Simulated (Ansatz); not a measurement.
**BaWO4 (I4_1/a): spin-orbit coupling beyond the local functionals**

How far does spin-orbit coupling move the gap of BaWO4 (I4_1/a)?

Calculated with Ansatz 0.2.0; density functionals with and without spin-orbit coupling, plane waves, PAW.

**Experimental background.**

- Gap 5.26 eV: direct gap from absorption edge with Urbach fit; optical absorption; 300 K; bulk crystal (thin cleaved platelet of Czochralski crystal, 10-30 um thick) (“Optical absorption of divalent metal tungstates: Correlation between the band-gap energy and the cation ionic radius”, 2008, arxiv:0807.2115).

## 1. Set-up

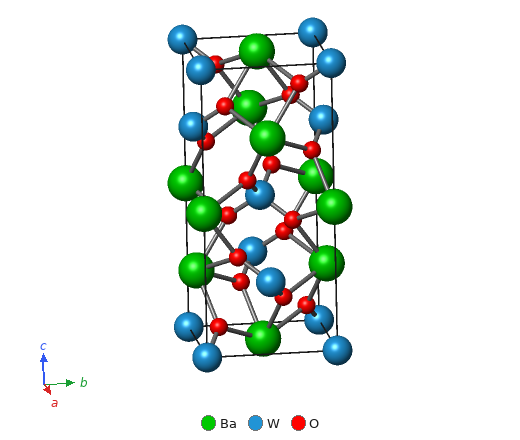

The cell as given, slightly off an axis (barium green, tungsten blue, oxygen red). This picture shows the conventional cell, with its axes. Bonds to atoms that aren't drawn are left out. Some periodic images of atoms are drawn too.

The cell and positions are those that the Materials Project relaxed with its own functionals (PBE, PBE+U or r2SCAN), kept fixed. Spin-orbit coupling is left out unless a step names it. The default PAW set here is soft_2. Its files were made with PBE.

## 2. HSE06, 4×4×4 mesh

This step: DFT, HSE06, plane waves, PAW.

input.yaml reads:

```yaml
crystal:
  lattice:
    - [-2.833365905, 2.833365905, 6.36926687]
    - [2.833365905, -2.833365905, 6.36926687]
    - [2.833365905, 2.833365905, -6.36926687]
  atoms:
    - { symbol: Ba, position: [0.25, 0.75, 0.5] }
    - { symbol: Ba, position: [0.5, 0.5, 0.0] }
    - { symbol: W, position: [0.75, 0.25, 0.5] }
    - { symbol: W, position: [0.0, 0.0, 0.0] }
    - { symbol: O, position: [0.15214477, 0.04689186, 0.35623995] }
    - { symbol: O, position: [0.69065191, 0.79590482, 0.64376005] }
    - { symbol: O, position: [0.05934809, 0.45409518, 0.85623995] }
    - { symbol: O, position: [0.54590482, 0.40214477, 0.60525291] }
    - { symbol: O, position: [0.20409518, 0.84785523, 0.89474709] }
    - { symbol: O, position: [0.95310814, 0.30934809, 0.10525291] }
    - { symbol: O, position: [0.79689186, 0.94065191, 0.39474709] }
    - { symbol: O, position: [0.59785523, 0.20310814, 0.14376005] }
kpoints:
  mp_grid: { grid: [4, 4, 4] }
  band_path:
    path:
      - [0.0, 0.0, 0.0]
      - [0.0, 0.0, 0.5]
      - [0.25, 0.25, 0.25]
      - [0.0, 0.5, 0.0]
      - [0.5, 0.5, -0.5]
      - [0.29947279, 0.70052721, -0.29947279]
      - [-0.29947279, 0.29947279, 0.29947279]
      - [-0.09894559, 0.09894559, 0.5]
    npoints: 1
hamiltonian:
  xc: hse06
scf:
  occupations: { method: fixed }
  n_extra_bands: 8
output:
  eigenvalues: true
  write_density: true
  write_potential: true
  elf: true
  volumetric_format: npy
```

Command:

```bash
> ansatz run input.yaml --threads 3 --pin off --max-ram 92160MiB --backend cuda --events-out ev --progress --plain --runs-dir out --devices 1 --max-vram 13GiB
```

Numbers of over 12 decimals in the logs are rounded to 6 here.

What it wrote:

```text
scf.n_extra_bands = 8 over 48 filled bands (N_el = 96.0): the run solves 56 bands
GPUs: using 1 of 1 available (devices: 1).
Engine: ansatz 0.2.0, x86_64-unknown-linux-gnu
Pseudopotentials: kind: paw
Pseudopotential: Ba, paw, valence charge 10, recommended cutoff 420 eV (normal), Ba.paw.azcp
Pseudopotential: W, paw, valence charge 14, recommended cutoff 420 eV (normal), W.paw.azcp
Pseudopotential: O, paw, valence charge 6, recommended cutoff 420 eV (normal), O.paw.azcp
Functional definition: HSE06
  parameter a = 0.25
  parameter omega = 0.11/bohr
  exchange = pbe_x - a*pbe_x_sr(omega) + a*exact_x_sr(omega)
  correlation = pbe_c
davidson cushion auto → on  (no smearing: the cushion is to keep the highest requested band from converging to the state above it; pin scf.eigensolver.cushion to override)
device memory: the entry about to start is reckoned to put 4.4 GiB on a device that reports 58.0 GiB free (of which the cap on the GPU budget leaves the run 13.0 GiB)
GPU FFT provider: cuFFT
GPU libraries: cuBLAS 13.8.2, cuFFT 12.4.0, cuSOLVER 12.3.4
Crystal: 12 atoms, lattice volume = 204.529 Å³
Basis set: ecut = 420 eV, 4045 PW (Γ)
Bands: 56, of which v1, the nominal top of the filled ones, is band 48 counted from 1 (47 counted from 0)
Symmetry: 8 space group operations
Space group: I41/a (ITA 88), of the structure as read, at distance tolerance 5.9e-5 Å
k-points: 14 of 64
Non-local potential: Ba, projectors of the file, l = 0: 3, l = 1: 2, l = 2: 2, l = 3: 2
Non-local potential: W, projectors of the file, l = 0: 3, l = 1: 2, l = 2: 2, l = 3: 1
Non-local potential: O, projectors of the file, l = 0: 2, l = 1: 2, l = 2: 1
PAW form: soft (Blöchl's): semilocal exchange-correlation on the pseudo side does not see the compensation charge
PAW frozen core: Ba, regenerated for the run's functional, and the local potential with it (the file was generated under x = pbe(κ = 0.804, μ = 0.219515), c = pbe(β = 0.066725))
PAW frozen core: W, regenerated for the run's functional, and the local potential with it (the file was generated under x = pbe(κ = 0.804, μ = 0.219515), c = pbe(β = 0.066725))
PAW frozen core: O, regenerated for the run's functional, and the local potential with it (the file was generated under x = pbe(κ = 0.804, μ = 0.219515), c = pbe(β = 0.066725))
PAW one-centre angular grid: Ba, 194 points (default); XC on 64 Gauss nodes
PAW one-centre angular grid: W, 590 points (default); XC on 64 Gauss nodes
PAW one-centre angular grid: O, 110 points (default); XC on 96 Gauss nodes
Initial density: superposition of atomic densities (neutral atoms: chi_scale 0, normalization atom), corrected by the library's trained network
Initial wavefunctions: pseudopotential atomic-orbital guess
GPU buffer pool allocated for 157464 grid points (all kernels)
[...]
Frozen-core exchange: fock
SCF iter   1: F=—  HF=-37229.769773 eV  |F-HF|=—  |Δ(HF+E_count)|=         —  Δρ=5.71e-5  dr2=3.76e-6  ethr=7.10e-7  ⟨swp⟩=2.6  Hψ=1749  notcnv=0
preconditioner: auto → none  [insulator: Δε(μ)=6.239 eV  Ē_g=13.756 eV  n_scr=36 (ndim 8)  ℏωp=22.6 eV  f_vac=0.066]
SCF iter   2: F=—  HF=-37229.769776 eV  |F-HF|=—  |Δ(HF+E_count)|=   3.53e-6  Δρ=2.92e-5  dr2=7.90e-7  ethr=3.10e-9  ⟨swp⟩=5.9  Hψ=3406  notcnv=0  defer=6
SCF iter   3: F=—  HF=-37229.769778 eV  |F-HF|=—  |Δ(HF+E_count)|=   1.72e-6  Δρ=2.35e-5  dr2=6.69e-7  ethr=6.42e-10  ⟨swp⟩=6.1  Hψ=2672  notcnv=0  defer=9
iter 4 solved again at ethr=2.14e-11 eV; its pass at ethr=6.42e-10 eV (dr2=2.06e-8 eV) is discarded
SCF iter   4: F=-37229.769778 eV  HF=-37229.769778 eV  |F-HF|=1.87e-8  |Δ(HF+E_count)|=   1.97e-7  Δρ=3.14e-6  dr2=2.50e-8  ethr=2.14e-11  ⟨swp⟩=4.3  Hψ=4314  notcnv=0
SCF 3 converged in 4 iterations: F = -37229.769778 eV  dr2 = 2.50e-8
hybrid outer 2: dexx = +2.089e-6 eV, tail = 7.52e-8 eV, Δε = 3.17e-3 eV (about 1.02e-4 eV left of the loop's levels)
device memory: the entry about to start is reckoned to put 1.5 GiB on a device that reports 41.6 GiB free (of which the cap on the GPU budget leaves the run 13.0 GiB)
NSCF: frozen V_eff on 8 k-points
hybrid SCF converged: 2 outer / 10 inner (+3 warm-up), last move |dexx| = 2.09e-6 eV, tail = 7.52e-8 eV
Stability not checked: this state was not tested for a lower state beside it, because the functional holds exact exchange (a hybrid, or Hartree-Fock), whose exchange loop this test does not read (fock_operator; see scf.lower_state_search)
Free energy (F): -37229.769778 eV
Frozen-core exchange: fock
Harris-Foulkes:  -37229.769778 eV  (|F-HF|=1.87e-8)
Internal energy: -37229.769778 eV  (E = F + TS)
E sigma→0 (E₀):  -37229.769778 eV
Fermi energy:    4.699605 eV
--- Per-component energies (eV) ---
  E_band       = -923.240193
  E_kinetic    = 2631.549670
  E_local      = -6716.046938  (includes V_loc(G=0)·N_el)
  E_nonlocal   = 487.528108
  E_hartree    = 2478.065042
  E_xc         = -1165.644623
  E_vxc        = -1191.475535  (∫ρ·V_xc dr)
  E_exx        = -272.599297  (= α·E_x^exact, valence–valence)
  E_paw        = -28866.029417  (= ΣΔE_a)
  E_vpaw       = -545.733554  (= ΣTr[D̂ρ^β])
  E_aug_tail   = 0.019236  (compensation charges beyond the density's cutoff)
  E_ewald      = -5800.256147
  E_core_change = -6.355410  (= ΣΔE_core)
  E_smearing   = -0.000000  (= −TS)
  E_closure    = 0.000000  (closes the sum)
  Σ components = -37229.769778   (vs F -37229.769778, Δ=0.00e0)
--- Band table (eV; the first three rows and the last of 14) ---
  k-point 0: bands = [... 44 lower, 4.2179, 4.4450, 4.6996, 4.6996, 10.9700, 11.1875, 11.4034, 11.5526, ... 4 higher]
  k-point 1: bands = [... 44 lower, 4.3210, 4.3276, 4.3861, 4.6044, 11.1169, 11.3006, 11.3204, 11.6406, ... 4 higher]
  k-point 2: bands = [... 44 lower, 4.3562, 4.3562, 4.4357, 4.4357, 11.0890, 11.0890, 11.5490, 11.5490, ... 4 higher]
  k-point 13: bands = [... 44 lower, 4.4340, 4.4340, 4.5872, 4.5872, 10.9381, 10.9381, 11.2446, 11.2446, ... 4 higher]
```

Elapsed: 64 s, on 1 × NVIDIA H100 80GB HBM3 (shared by 6 runs) with 3 threads of AMD EPYC 7R13 (Zen 3), shared host; peak memory 2 GiB.

Reading the cycles: dr2 is the Hartree energy of the density residual (eV), the measure of convergence; HF is the Harris–Foulkes estimate of the energy, which meets the free energy F at convergence.

Numbers from this step:

- gap: 6.239 eV
- valence top at: Γ
- conduction bottom at: M
- least direct gap: 6.270 eV
- exact-exchange fraction: 0.25

The gap is indirect, with the least direct gap 0.03 eV higher.

## 3. HSE06+SOC, 4×4×4 mesh

The many-body steps leave out spin-orbit coupling, so its effect is taken from a two-component run, with twice the bands.

This step: DFT, HSE06 with spin-orbit coupling, plane waves, PAW.

input.yaml, as its differences from that of step 2:

```diff
@@ -35,8 +35,7 @@
   occupations: { method: fixed }
-  n_extra_bands: 8
+  n_extra_bands: 16
+magnetization:
+  noncollinear: true
+  spin_orbit: true
 output:
   eigenvalues: true
-  write_density: true
-  write_potential: true
-  elf: true
-  volumetric_format: npy
```

What it wrote:

```text
[...]
GPUs: using 1 of 1 available (devices: 1).
[...]
non-collinear run that drives no moment, with spin-orbit: no starting moment large enough to seed its density (crystal.atoms[].spin), no starting occupations that ask for one, no magnetisation constraint and no magnetic field, so the semilocal B_xc is pinned to zero
[...]
GPU FFT provider: cuFFT
GPU libraries: cuBLAS 13.8.2, cuFFT 12.4.0, cuSOLVER 12.3.4
Crystal: 12 atoms, lattice volume = 204.529 Å³
Basis set: ecut = 420 eV, 4045 PW (Γ)
Bands: 112, of which v1, the nominal top of the filled ones, is band 96 counted from 1 (95 counted from 0)
Symmetry: 8 space group operations + 8 with time reversal
[...]
k-points: 14 of 64
Projection manifold: j_resolved (fully-relativistic pseudo-atomic orbitals)
[...]
GPU buffer pool allocated for 157464 grid points (all kernels)
[...]
SCF iter   1: F=—  HF=-37287.378860 eV  |F-HF|=—  |Δ(HF+E_count)|=         —  Δρ=8.43e-2  dr2=3.14e1  dr2_m=0.00e0 (ungated)  ethr=1.00e-1  |M|=0.00e0 ∫|m|=0.00e0 μB  |m|>n=0.0e0 m-floor=0.0e0 τ_xc=0.0e0  β_m=0.30  ⟨swp⟩=6.6  Hψ=6464  notcnv=0
[...]
SCF iter   6: F=-37279.446203 eV  HF=-37279.445959 eV  |F-HF|=2.44e-4  |Δ(HF+E_count)|=   4.72e-3  Δρ=4.52e-4  dr2=2.91e-4  dr2_m=0.00e0 (ungated)  ethr=6.87e-6  |M|=0.00e0 ∫|m|=0.00e0 μB  |m|>n=0.0e0 m-floor=0.0e0 τ_xc=0.0e0  ⟨swp⟩=3.0  Hψ=3731  notcnv=0
SCF 1 stopped early in 6 iterations: F = -37279.446203 eV  dr2 = 2.91e-4
[...]
GPU FFT provider: cuFFT
GPU libraries: cuBLAS 13.8.2, cuFFT 12.4.0, cuSOLVER 12.3.4
Projection manifold: j_resolved (fully-relativistic pseudo-atomic orbitals)
[...]
GPU buffer pool allocated for 157464 grid points (all kernels)
[...]
Frozen-core exchange: fock
SCF iter   1: F=—  HF=-37238.798545 eV  |F-HF|=—  |Δ(HF+E_count)|=         —  Δρ=1.16e-2  dr2=4.78e-1  dr2_m=0.00e0 (ungated)  ethr=3.03e-6  |M|=0.00e0 ∫|m|=0.00e0 μB  |m|>n=0.0e0 m-floor=0.0e0 τ_xc=0.0e0  β_m=0.30  ⟨swp⟩=8.0  Hψ=9111  notcnv=0
[...]
SCF iter   5: F=-37238.719292 eV  HF=-37238.719309 eV  |F-HF|=1.75e-5  |Δ(HF+E_count)|=   5.90e-4  Δρ=1.42e-4  dr2=2.74e-5  dr2_m=0.00e0 (ungated)  ethr=2.54e-7  |M|=0.00e0 ∫|m|=0.00e0 μB  |m|>n=0.0e0 m-floor=0.0e0 τ_xc=0.0e0  ⟨swp⟩=4.6  Hψ=4966  notcnv=0
SCF 2 stopped early in 5 iterations: F = -37238.719292 eV  dr2 = 2.74e-5
hybrid outer 1: dexx = +4.658e-2 eV, tail = 1.32e-4 eV
GPU FFT provider: cuFFT
GPU libraries: cuBLAS 13.8.2, cuFFT 12.4.0, cuSOLVER 12.3.4
Projection manifold: j_resolved (fully-relativistic pseudo-atomic orbitals)
GPU buffer pool allocated for 157464 grid points (all kernels)
[...]
Frozen-core exchange: fock
SCF iter   1: F=—  HF=-37238.718726 eV  |F-HF|=—  |Δ(HF+E_count)|=         —  Δρ=6.98e-5  dr2=1.22e-5  dr2_m=0.00e0 (ungated)  ethr=6.86e-7  |M|=0.00e0 ∫|m|=0.00e0 μB  |m|>n=0.0e0 m-floor=0.0e0 τ_xc=0.0e0  β_m=0.30  ⟨swp⟩=2.8  Hψ=3497  notcnv=0
[...]
SCF iter   5: F=-37238.718728 eV  HF=-37238.718728 eV  |F-HF|=6.15e-9  |Δ(HF+E_count)|=   1.97e-7  Δρ=2.60e-6  dr2=1.27e-8  dr2_m=0.00e0 (ungated)  ethr=1.28e-11  |M|=0.00e0 ∫|m|=0.00e0 μB  |m|>n=0.0e0 m-floor=0.0e0 τ_xc=0.0e0  ⟨swp⟩=5.1  Hψ=8500  notcnv=0
eigensolver tolerance schedule: the retry pair's looser diagonalisation over-reported the residual by 0.42 of it (diagonalisation noise at 0.43 of the residual, at the tolerance the schedule requests for it); recorded, not acted on — ethr = c·dr2/N_el stays at c = 1.0e-1
SCF 3 converged in 5 iterations: F = -37238.718728 eV  dr2 = 1.27e-8
[...]
NSCF: frozen V_eff on 8 k-points
[...]
Magnetization: |M| = 0.0000 μB,  M = (+0.0000, +0.0000, +0.0000) μB
Absolute magnetization: 0.0000 μB (∫|m|)
  site 0: m = (+0.0000, +0.0000, +0.0000) μB, |m| = 0.0000 μB  (R = 1.14 Å)
  site 1: m = (+0.0000, +0.0000, +0.0000) μB, |m| = 0.0000 μB  (R = 1.14 Å)
  site 2: m = (+0.0000, +0.0000, +0.0000) μB, |m| = 0.0000 μB  (R = 0.74 Å)
  site 3: m = (+0.0000, +0.0000, +0.0000) μB, |m| = 0.0000 μB  (R = 0.74 Å)
  site 4: m = (+0.0000, +0.0000, +0.0000) μB, |m| = 0.0000 μB  (R = 0.74 Å)
  site 5: m = (+0.0000, +0.0000, +0.0000) μB, |m| = 0.0000 μB  (R = 0.74 Å)
  site 6: m = (+0.0000, +0.0000, +0.0000) μB, |m| = 0.0000 μB  (R = 0.74 Å)
  site 7: m = (+0.0000, +0.0000, +0.0000) μB, |m| = 0.0000 μB  (R = 0.74 Å)
  site 8: m = (+0.0000, +0.0000, +0.0000) μB, |m| = 0.0000 μB  (R = 0.74 Å)
  site 9: m = (+0.0000, +0.0000, +0.0000) μB, |m| = 0.0000 μB  (R = 0.74 Å)
  site 10: m = (+0.0000, +0.0000, +0.0000) μB, |m| = 0.0000 μB  (R = 0.74 Å)
  site 11: m = (+0.0000, +0.0000, +0.0000) μB, |m| = 0.0000 μB  (R = 0.74 Å)
Free energy (F): -37238.718728 eV
Frozen-core exchange: fock
[...]
Internal energy: -37238.718728 eV  (E = F + TS)
E sigma→0 (E₀):  -37238.718728 eV
Fermi energy:    4.731200 eV
[...]
--- Band table (eV; the first three rows and the last of 14) ---
  k-point 0: bands = [... 92 lower, 4.6690, 4.6690, 4.7312, 4.7312, 10.9575, 10.9575, 11.1684, 11.1684, ... 12 higher]
  k-point 1: bands = [... 92 lower, 4.3939, 4.3939, 4.6066, 4.6066, 11.0870, 11.0870, 11.2490, 11.2490, ... 12 higher]
  k-point 2: bands = [... 92 lower, 4.4398, 4.4398, 4.4398, 4.4398, 11.0667, 11.0667, 11.0667, 11.0667, ... 12 higher]
  k-point 13: bands = [... 92 lower, 4.5912, 4.5912, 4.5912, 4.5912, 10.9210, 10.9210, 10.9210, 10.9210, ... 12 higher]
```

Wall time 3.8 min (1 × NVIDIA H100 80GB HBM3 (shared by 6 runs) with 3 threads); peak memory 3.9 GiB.

This step gave:

```yaml
gap: 6.190 eV
valence_top_at: Γ
conduction_bottom_at: M
least_direct_gap: 6.226 eV
exact_exchange_fraction: 0.25
```

The gap stands −0.05 eV against HSE06.

## 4. Together

Times are wall times on 1 × NVIDIA H100 80GB HBM3 (shared by 6 runs) with 3 threads of AMD EPYC 7R13 (Zen 3), shared host, good to a factor of about two.

```csv
level,gap (eV),with coupling (eV),change (eV),time,with coupling
HSE06,6.24,6.19,−0.05,64 s,3.8 min
```

## 5. What came out

| Property | Result |
| --- | --- |
| HSE06 | 6.24 eV |
| HSE06+SOC | 6.19 eV |

What this shows: Spin-orbit coupling changes the gap by −0.05 eV and the least direct gap by −0.04 eV. Against experiment, by HSE06+SOC: the direct gap of 6.23 eV lies +0.97 eV from the measured 5.26 eV (direct, 300 K, 2008). An exciton line or allowed optical edge lies below the quasiparticle gap by the binding energy; a forbidden edge can push the onset above it. The lattice is static and excitons are left out.

[Paths, hosts, dates, memory and timing lines, banners, echoed tables and standing remarks are left out of the program output.]

[Logs are printed without paths, hosts, clocks, repeated set-up lines and the standing remarks that a program may print on its own settings, such as how far it seeks lower states.]

[Runs of the session that timed out or met a known fault of the program may be left out.]

[Cells called generated may have been cut or substituted from an entry of the Crystallography Open Database or the Materials Project.]

[Hosts, paths, dates, database ids (printed as entryN), source tags and the programs' standing remarks are cut or masked in the printed files.]
